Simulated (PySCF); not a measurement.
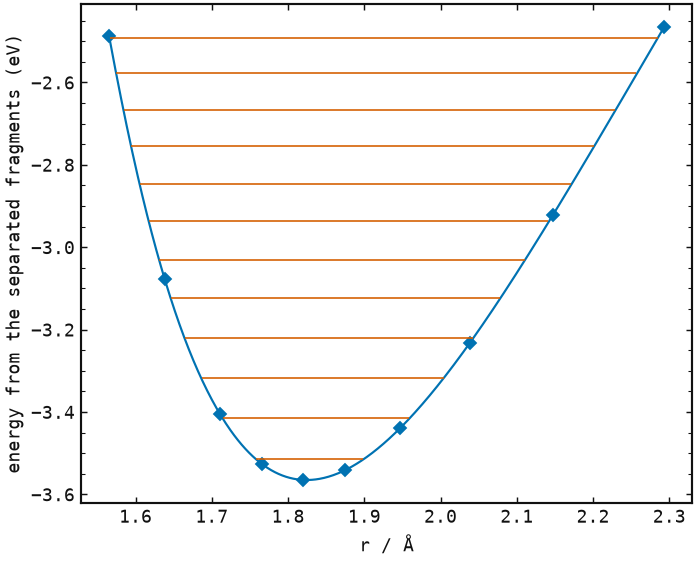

Bond curve of SiC⁺, quartet (excess alpha electrons: σ +1, πx +1, πy +1). B3LYP/def2-TZVPPD with PySCF 2.14.0, UKS. One reference determinant with the occupation held, the lowest that a PBE0 search over spins and occupations found; no spin-orbit coupling. Zero is the separated fragments in their ground configurations, without counterpoise. The fragments are Si⁺ + C. 2 further points of the run are not drawn. Horizontal lines: vibrational levels from ωe and ωexe, starting at v = 0.

What constants does a Dunham fit to the curve give (main isotopes)?

Answer. re = 1.824 Å, ωe = 814 cm⁻¹, ωexe = 5.3 cm⁻¹, De = 3.57 eV, Be = 0.603 cm⁻¹.

How stiff is the bond?

Answer. The force constant is 3.28 mdyn/Å, which gives ωe = 814 cm⁻¹.

Caveats: lowest determinant of a PBE0 search, another state may lie lower.
